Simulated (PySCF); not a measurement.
**RuH₃⁺: triplet, from a trigonal pyramidal start**

The task is one start of a wider search on RuH₃⁺: the triplet, from a trigonal pyramidal start. It is relaxed, tested by its Hessian and followed downhill if it is a saddle.

Computed with PySCF 2.14.0. Level: PBE0, basis Ru def2-TZVP with ECP28, H def2-TZVP, scalar-relativistic core potentials, no spin–orbit coupling, density fitting.

**1. The system as given**

4 atoms, charge 1, spin multiplicity 3.

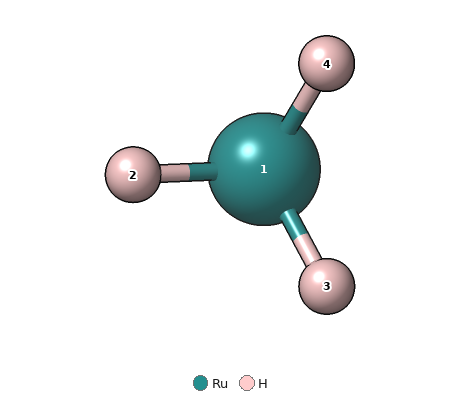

The starting geometry (ruthenium teal, hydrogen pink); atoms are numbered from 1 in the order of the file.

```xyz
4
charge 1 multiplicity 3
Ru    0.0000    0.0000    0.0000
H     1.3585    0.0000    0.7223
H    -0.6793    1.1765    0.7223
H    -0.6793   -1.1765    0.7223
```

**2. The SCF at the typed geometry**

The steps below are one call of a driver around PySCF. For each, scf.py gives the equivalent set-up of the SCF; relaxations use the driver's own optimiser. After this first run the driver tries any further starts and a stability analysis.

File scf.py:

```python
from pyscf import gto, scf, dft
mol = gto.M(atom='''
Ru     0.000000     0.000000     0.000000
H      1.358500     0.000000     0.722300
H     -0.679300     1.176500     0.722300
H     -0.679300    -1.176500     0.722300''',
    basis={'Ru': 'def2-TZVP', 'H': 'def2-TZVP'},
    ecp={'Ru': 'def2-TZVP'},
    charge=1, spin=2)
mf = dft.UKS(mol, xc='PBE0')
mf.grids.atom_grid = (50, 194)
aux = {'Ru': 'def2-universal-JKFIT', 'H': 'def2-universal-JKFIT'}
mf = mf.density_fit(auxbasis=aux)
mf.conv_tol = 1e-08
mf.diis_space = 10
mf.max_cycle = 60
mf.init_guess = 'minao'
mf.verbose = 4
mf.kernel()
```

Command:

```bash
OMP_NUM_THREADS=2 python axn.py task.json out
```

Standard output:

```text
init E= -88.6666296881251
[... the frontier-level lines of each cycle are left out ...]
cycle= 1 E= -95.9473856592363  delta_E= -7.28  |g|= 0.85  |ddm|= 2.78
cycle= 2 E= -95.0155688145272  delta_E= 0.932  |g|= 1.68  |ddm|= 1.38
cycle= 3 E= -96.2578019932675  delta_E= -1.24  |g|= 0.0743  |ddm|= 1.08
cycle= 4 E= -96.2631954898376  delta_E= -0.00539  |g|= 0.0829  |ddm|= 0.139
cycle= 5 E= -96.266716813035  delta_E= -0.00352  |g|= 0.0344  |ddm|= 0.0576
cycle= 6 E= -96.2682536203344  delta_E= -0.00154  |g|= 0.0105  |ddm|= 0.0624
cycle= 7 E= -96.2685355734538  delta_E= -0.000282  |g|= 0.00677  |ddm|= 0.0284
cycle= 8 E= -96.2686148473392  delta_E= -7.93e-05  |g|= 0.00225  |ddm|= 0.0135
cycle= 9 E= -96.2686400952389  delta_E= -2.52e-05  |g|= 0.00109  |ddm|= 0.0105
cycle= 10 E= -96.2686457212764  delta_E= -5.63e-06  |g|= 0.000611  |ddm|= 0.00429
cycle= 11 E= -96.2686499019115  delta_E= -4.18e-06  |g|= 0.000538  |ddm|= 0.00377
cycle= 12 E= -96.2686566411004  delta_E= -6.74e-06  |g|= 0.000455  |ddm|= 0.00688
cycle= 13 E= -96.2686705917474  delta_E= -1.4e-05  |g|= 0.000254  |ddm|= 0.0227
cycle= 14 E= -96.2686723732831  delta_E= -1.78e-06  |g|= 0.000122  |ddm|= 0.00704
cycle= 15 E= -96.2686729048683  delta_E= -5.32e-07  |g|= 2.59e-05  |ddm|= 0.00578
cycle= 16 E= -96.2686729127121  delta_E= -7.84e-09  |g|= 1.08e-05  |ddm|= 0.000695
Extra cycle  E= -96.268672912899  delta_E= -1.87e-10  |g|= 7.14e-06  |ddm|= 1.95e-05
converged SCF energy = -96.268672912899  <S^2> = 2.0198088  2S+1 = 3.0131769
```

This step, with its further starts and checks, took 4.9 s on 2 threads of Arm Neoverse V2, shared host.

Energies from each starting density:

```tsv
start	energy (Eh)
the minimal-basis guess	-96.268673
a thermally smeared density	-96.268673
a smeared PBE density	-96.268673
```

The test of internal stability and the other starts found no lower solution of this spin.

**3. Relaxation: trigonal pyramidal start, triplet**

The program finds C3v symmetry in the start, which this walk keeps. Threshold on the gradient: 0.0003 Eh/bohr, with a further test on the energy change.

scf.py, as its differences from that of step 2:

```diff
@@ -3,4 +3,4 @@
-Ru     0.000000     0.000000     0.000000
-H      1.358500     0.000000     0.722300
-H     -0.679300     1.176500     0.722300
-H     -0.679300    -1.176500     0.722300''',
+Ru     0.000000     0.000000    -0.020813
+H      1.358508    -0.000000     0.701509
+H     -0.679271     1.176512     0.701476
+H     -0.679271    -1.176512     0.701476''',
@@ -17 +16,0 @@
-mf.init_guess = 'minao'
```

Energy and gradient, step by step:

```tsv
step	energy (Eh)	change (kJ/mol)	largest symmetric gradient (Eh/bohr)
0	-96.268673	0.00	0.02605
1	-96.270893	-5.83	0.01952
2	-96.275508	-17.95	0.04436
3	-96.278495	-25.79	0.01616
4	-96.282043	-35.10	0.01540
5	-96.293406	-64.94	0.03735
6	-96.295083	-69.34	0.02387
7	-96.295783	-71.18	0.00299
8	-96.295796	-71.21	0.00015
9	-96.295796	-71.21	0.00012
```

The walk took 8.6 s.

Geometry (Å) and forces (eV/Å) at some steps, with the part that breaks the symmetry left in:

```
step 0
Ru   0.000   0.000  -0.021  -0.064   0.000  -1.340
H    1.359   0.000   0.702   0.402   0.000   0.469
H   -0.679   1.177   0.701  -0.169   0.181   0.435
H   -0.679  -1.177   0.701  -0.169  -0.181   0.435
step 1
Ru   0.000   0.000  -0.064  -0.094   0.000  -1.004
H    1.344   0.000   0.716   0.126   0.000   0.370
H   -0.672   1.164   0.716  -0.016  -0.021   0.317
H   -0.672  -1.164   0.716  -0.016   0.021   0.317
step 5
Ru   0.000   0.000  -0.451  -0.087   0.000   1.921
H    0.945   0.000   0.845  -0.445   0.000  -0.566
H   -0.472   0.818   0.845   0.266  -0.448  -0.677
H   -0.472  -0.818   0.845   0.266   0.448  -0.677
step 9
Ru   0.000   0.000  -0.420  -0.099   0.000  -0.006
H    0.914   0.000   0.834   0.066   0.000   0.087
H   -0.457   0.792   0.834   0.017  -0.022  -0.040
H   -0.457  -0.792   0.834   0.017   0.022  -0.040
```

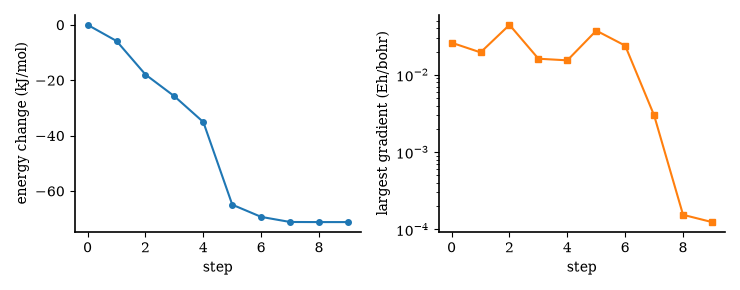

How energy and gradient fall.

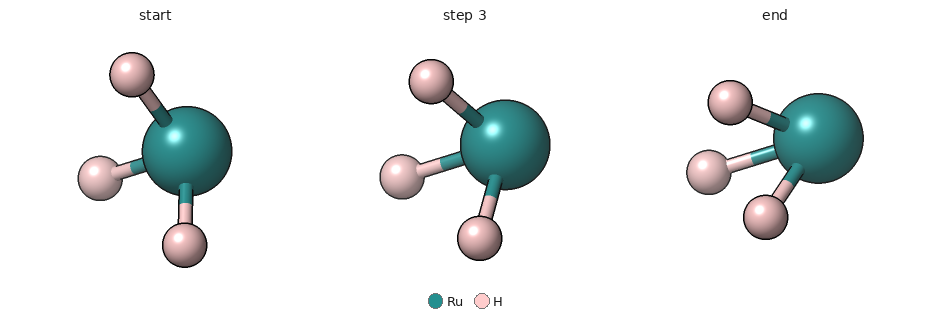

Start and end of the relaxation, with a step between.

It settles in C3v symmetry, 71.2 kJ/mol below the start, after 9 steps: Ru–H 1.552 Å (×3); H–Ru–H 61.4° (×3). A gradient of 0.0019 Eh/bohr that breaks the symmetry is left: this electronic state wants a lower symmetry.

**4. Releasing the symmetry**

The geometry is nudged along the force that breaks the symmetry.

The program finds Cs symmetry in the start, which may break.

scf.py, as its differences from that of step 3:

```diff
@@ -3,4 +3,4 @@
-Ru     0.000000     0.000000    -0.020813
-H      1.358508    -0.000000     0.701509
-H     -0.679271     1.176512     0.701476
-H     -0.679271    -1.176512     0.701476''',
+Ru    -0.000296    -0.000000    -0.036157
+H      0.926967     0.000000     1.225236
+H     -0.448509     0.790230     1.215332
+H     -0.448509    -0.790230     1.215332''',
```

Steps of the walk:

```tsv
step	energy (Eh)	change (kJ/mol)	largest gradient (Eh/bohr)
0	-96.295798	0.00	0.00180
1	-96.295815	-0.05	0.00081
2	-96.295830	-0.08	0.00078
3	-96.295869	-0.19	0.00331
4	-96.295975	-0.47	0.00552
5	-96.296245	-1.17	0.00881
6	-96.296799	-2.63	0.01265
7	-96.297636	-4.83	0.01518
8	-96.298612	-7.39	0.01548
9	-96.299593	-9.96	0.01515
10	-96.305430	-25.29	0.01021
11	-96.306702	-28.63	0.01871
12	-96.307632	-31.07	0.01700
13	-96.308716	-33.92	0.00301
14	-96.308872	-34.33	0.00517
15	-96.308926	-34.47	0.00132
16	-96.308943	-34.51	0.00036
17	-96.308946	-34.52	0.00009
```

The walk took 16 s.

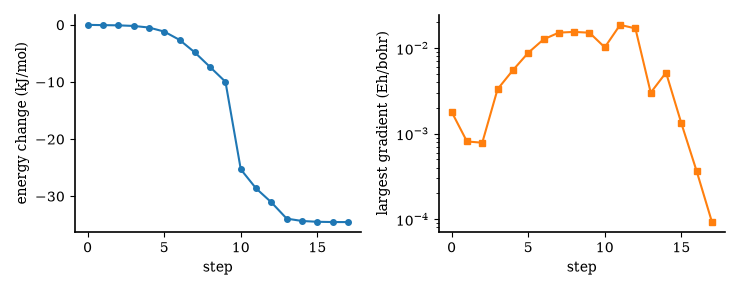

How energy and gradient fall.

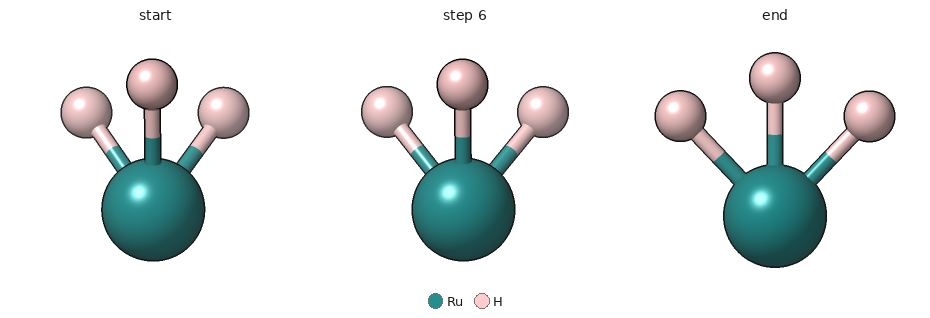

Start and end of the relaxation, with a step between.

It settles in C2v symmetry, 34.5 kJ/mol below the start, after 17 steps: Ru–H 1.585 Å (×2), Ru–H 1.593 Å; H–Ru–H 43.4° (×2), H–Ru–H 86.8°.

**5. Is it a minimum? Harmonic modes**

The point is checked on the finer grid, and tightened if its gradient asks for it. The Hessian and the dipole derivatives come from central differences of analytic gradients, with steps of 0.02 bohr.

scf.py, as its differences from that of step 4:

```diff
@@ -3,4 +3,4 @@
-Ru    -0.000296    -0.000000    -0.036157
-H      0.926967     0.000000     1.225236
-H     -0.448509     0.790230     1.215332
-H     -0.448509    -0.790230     1.215332''',
+Ru    -0.011535    -0.000000    -0.035581
+H      0.479706     0.000000     1.479647
+H      0.343604     1.088737     1.059844
+H      0.343604    -1.088737     1.059844''',
@@ -11 +11 @@
-mf.grids.atom_grid = (50, 194)
+mf.grids.atom_grid = (75, 302)
@@ -14 +14 @@
-mf.conv_tol = 1e-08
+mf.conv_tol = 1e-10
```

This SCF starts from the last density.

Log of the central SCF (cycles and frontier levels):

```text
init E= -96.3089409302281
[... the frontier-level lines of each cycle are left out ...]
cycle= 1 E= -96.308940930214  delta_E= 1.41e-11  |g|= 8.45e-06  |ddm|= 8.29e-06
Extra cycle  E= -96.3089409301318  delta_E= 8.22e-11  |g|= 1.66e-05  |ddm|= 1.51e-05
converged SCF energy = -96.3089409301318  <S^2> = 2.0100473  2S+1 = 3.0066907
```

The whole step took 19 s.

Geometry: C2v; Ru–H 1.585 Å (×2), Ru–H 1.593 Å; H–Ru–H 43.4° (×2), H–Ru–H 86.8°.

Modes, for the most abundant isotopes:

```tsv
symmetry	ω (cm⁻¹)	IR (km/mol)	type
b2	754i	109	bend
b1	498	2.4	bend
a1	840	64.8	bend
b2	2102	0.8	stretch
a1	2131	30.0	stretch
a1	2184	23.9	stretch
```

1 mode is imaginary, the largest at 754i cm⁻¹: a saddle point, not a minimum.

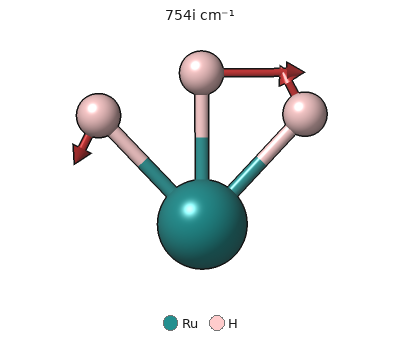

The imaginary mode, as arrows.

Constants and moments:

```
Dipole moment about the centre of mass                          : 0.23 D
Highest occupied level                                          : -14.11 eV
Lowest empty level                                              : -9.77 eV
Rotational constants                                            : 7.056, 3.316, 2.256 cm⁻¹
Zero-point energy (real modes)                                  : 46.4 kJ/mol
Principal polarisabilities                                      : 19.9, 23.0, 29.0 bohr³
Principal traceless quadrupole moments about the centre of mass : -2.40, -1.05, 3.46 D Å
Spin squared ⟨S²⟩                                               : 2.010
```

Charges (e) and bond orders:

```csv
atom,Mulliken,Löwdin,polar tensor,spin (Mulliken),Mayer order to Ru1
Ru1,0.56,0.56,0.78,2.09,–
H2,0.16,0.17,0.19,-0.01,0.59
"H3,4",0.14,0.14,0.02,-0.04,0.80
```

Mulliken populations on Ru1 (outside its core potential): s 2.42, p 6.14, d 6.87, f 0.00.

**6. Leaving the saddle point**

The start is the last point, displaced along its most imaginary mode.

The program finds Cs symmetry in the start, which this walk keeps.

scf.py, as its differences from that of step 5:

```diff
@@ -3,4 +3,4 @@
-Ru    -0.011535    -0.000000    -0.035581
-H      0.479706     0.000000     1.479647
-H      0.343604     1.088737     1.059844
-H      0.343604    -1.088737     1.059844''',
+Ru    -0.011541     0.000614    -0.035597
+H      0.479701    -0.120000     1.479631
+H      0.325976     1.117704     1.005469
+H      0.361223    -1.059770     1.114187''',
@@ -11 +11 @@
-mf.grids.atom_grid = (75, 302)
+mf.grids.atom_grid = (50, 194)
@@ -14 +14 @@
-mf.conv_tol = 1e-10
+mf.conv_tol = 1e-08
```

Steps of the walk:

```tsv
step	energy (Eh)	change (kJ/mol)	largest symmetric gradient (Eh/bohr)
0	-96.309618	0.00	0.00321
1	-96.309768	-0.39	0.00289
2	-96.310216	-1.57	0.00396
3	-96.310413	-2.09	0.00371
4	-96.310491	-2.29	0.00125
5	-96.310512	-2.35	0.00038
6	-96.310513	-2.35	0.00024
```

The walk took 6.1 s on 2 threads of Arm Neoverse V2, shared host.

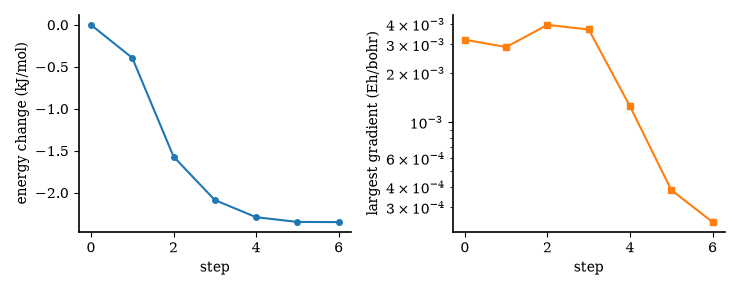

Energy and largest gradient along the walk.

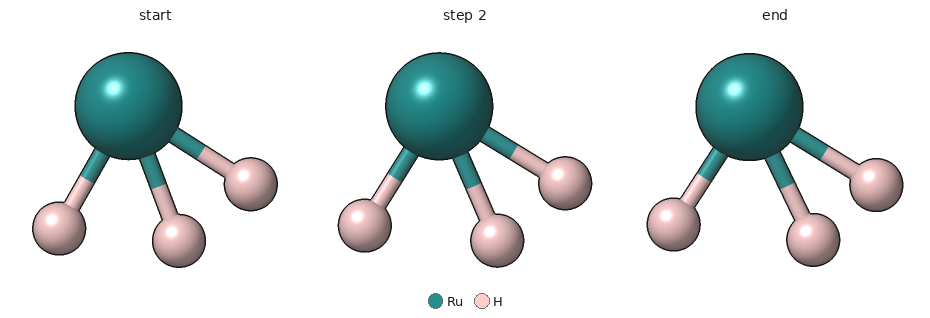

Start and end of the relaxation, with a step between.

After 6 steps and 2.3 kJ/mol it ends at Cs: H–H 0.928 Å, Ru–H 1.553 Å, Ru–H 1.635 Å, Ru–H 1.650 Å; H–H–Ru 72.7°, H–H–Ru 74.5°, H–Ru–H 32.8°, H–Ru–H 58.3°, H–Ru–H 91.2°.

**7. Frequencies**

As before: finer grid, then central differences.

scf.py, as its differences from that of step 6:

```diff
@@ -3,4 +3,4 @@
-Ru    -0.011541     0.000614    -0.035597
-H      0.479701    -0.120000     1.479631
-H      0.325976     1.117704     1.005469
-H      0.361223    -1.059770     1.114187''',
+Ru    -0.011620     0.002406    -0.035842
+H      0.485986    -0.266409     1.499017
+H      0.303715     1.171543     0.936807
+H      0.365254    -1.108490     1.126622''',
@@ -11 +11 @@
-mf.grids.atom_grid = (50, 194)
+mf.grids.atom_grid = (75, 302)
@@ -14 +14 @@
-mf.conv_tol = 1e-08
+mf.conv_tol = 1e-10
```

Log of the central SCF (cycles and frontier levels):

```text
init E= -96.3105016672438
[... the frontier-level lines of each cycle are left out ...]
cycle= 1 E= -96.3105016672443  delta_E= -4.55e-13  |g|= 5.8e-07  |ddm|= 7.6e-07
Extra cycle  E= -96.3105016672437  delta_E= 5.68e-13  |g|= 1.08e-06  |ddm|= 1.05e-06
converged SCF energy = -96.3105016672437  <S^2> = 2.0110367  2S+1 = 3.0073488
```

The whole step took 29 s.

Geometry: Cs; H–H 0.929 Å, Ru–H 1.553 Å, Ru–H 1.636 Å, Ru–H 1.651 Å; H–H–Ru 72.7°, H–H–Ru 74.5°, H–Ru–H 32.8°, H–Ru–H 58.3°, H–Ru–H 91.1°.

Harmonic modes (main isotopes):

```
symmetry  ω (cm⁻¹)  IR (km/mol)
     a''       353          1.9
      a'       707         49.0
      a'      1109          106
      a'      1973         17.5
      a'      2178          1.8
      a'      2470         14.2
```

Every mode is real; the point is a minimum.

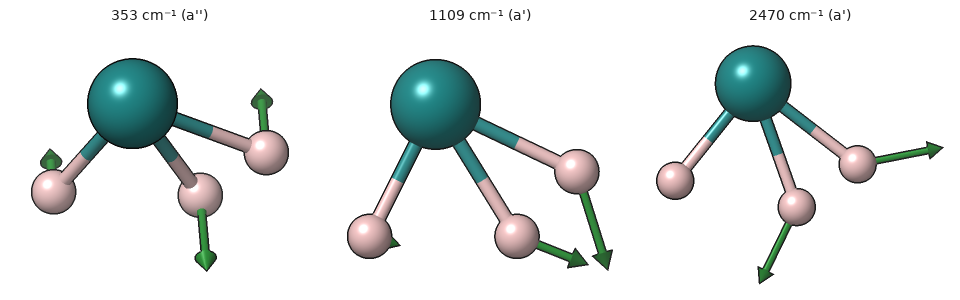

Displacements of 3 of the modes, as arrows (one member where a mode is degenerate).

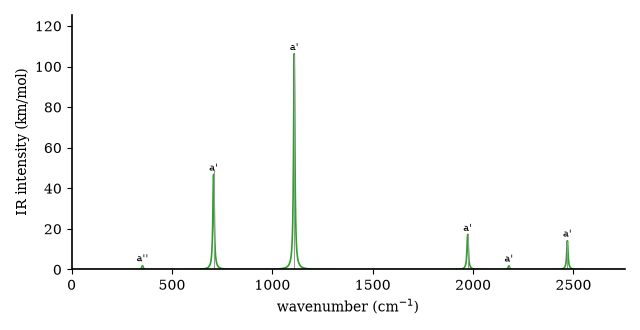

The harmonic infrared spectrum (widths in cm⁻¹). Lines are broadened to a width of 8 cm⁻¹ (Lorentzian).

Constants and moments:

```
Dipole moment about the centre of mass                          : 0.51 D
Highest occupied level                                          : -14.01 eV
Lowest empty level                                              : -9.78 eV
Rotational constants                                            : 6.605, 3.255, 2.18 cm⁻¹
Zero-point energy                                               : 52.6 kJ/mol
Principal polarisabilities                                      : 19.7, 22.9, 28.9 bohr³
Principal traceless quadrupole moments about the centre of mass : -2.43, -0.91, 3.33 D Å
Entropy at 298.15 K and 1 bar (electronic part: spin only)      : 250.1 J/(mol K)
Heat capacity Cp at 298.15 K                                    : 44.5 J/(mol K)
Enthalpy at 298.15 K above 0 K                                  : 11.21 kJ/mol
Rotational symmetry number                                      : 1
Spin squared ⟨S²⟩                                               : 2.011
```

Charges (e) and bond orders:

```tsv
atom	Mulliken	Löwdin	polar tensor	spin (Mulliken)	Mayer order to Ru1
Ru1	0.56	0.56	0.79	2.10	–
H2	0.17	0.17	0.17	-0.01	0.53
H3	0.14	0.12	-0.02	-0.07	0.93
H4	0.13	0.15	0.06	-0.01	0.60
```

Outer orbital energies (eV). α occupied: -60.06, -59.61, -20.96, -17.49, -15.74, -15.43, -14.87, -14.74; empty: -8.89, -7.86, -5.92, -3.43. β occupied: -89.73, -58.28, -58.12, -57.35, -20.76, -17.03, -14.59, -14.01; empty: -9.78, -9.43, -8.26, -7.43.

Mulliken populations on Ru1 (outside its core potential): s 2.42, p 6.14, d 6.88, f 0.00.

**8. The points found, side by side**

| spin | group | bonds | imaginary modes (cm⁻¹) | ΔE (kJ/mol) | with zero-point energy |
| --- | --- | --- | --- | --- | --- |
| triplet | Cs | H–H 0.929 Å, Ru–H 1.553 Å, Ru–H 1.636 Å, Ru–H 1.651 Å | none | 0.0 | 0.0 |
| triplet | C2v | Ru–H 1.585 Å (×2), Ru–H 1.593 Å | 754i | 4.1 | – |

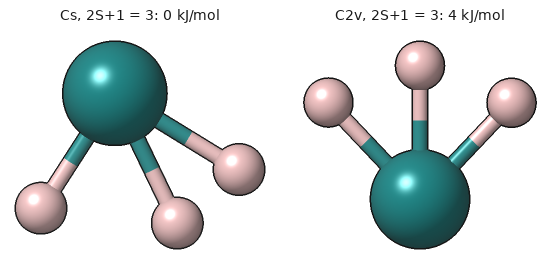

The points, lowest first (ruthenium teal, hydrogen pink).

**9. Results**

| quantity | value |
| --- | --- |
| minimum | triplet, Cs |
| geometry | H–H 0.929 Å, Ru–H 1.553 Å, Ru–H 1.636 Å, Ru–H 1.651 Å; H–H–Ru 72.7°, H–H–Ru 74.5°, H–Ru–H 32.8°, H–Ru–H 58.3°, H–Ru–H 91.1° |
| wavenumbers (cm⁻¹) | 353 (a''), 707 (a'), 1109 (a'), 1973 (a'), 2178 (a'), 2470 (a') |
| dipole moment (centre of mass) | 0.51 D |
| highest occupied, lowest empty level (either spin) | -14.01, -9.78 eV |
| polar-tensor charge of Ru1 | +0.79 e |
| zero-point energy | 52.6 kJ/mol |
| entropy at 298.15 K | 250.1 J/(mol K) |
| ⟨S²⟩ | 2.011 |

**Reading.** The trigonal pyramidal start (C3v) ends in a minimum of Cs symmetry, after a stop at a saddle point 4.1 kJ/mol higher, from which it was pushed off along an imaginary mode. In the infrared the band at 1109 cm⁻¹ (a') leads. Most of the spin sits on Ru1 (Mulliken spin 2.10, against 2 for the whole molecule). Only this shape and spin were tried, so other structures or states may lie lower. One determinant may miss the lowest occupation of an open d or f shell.

The search up to here took 84 s.
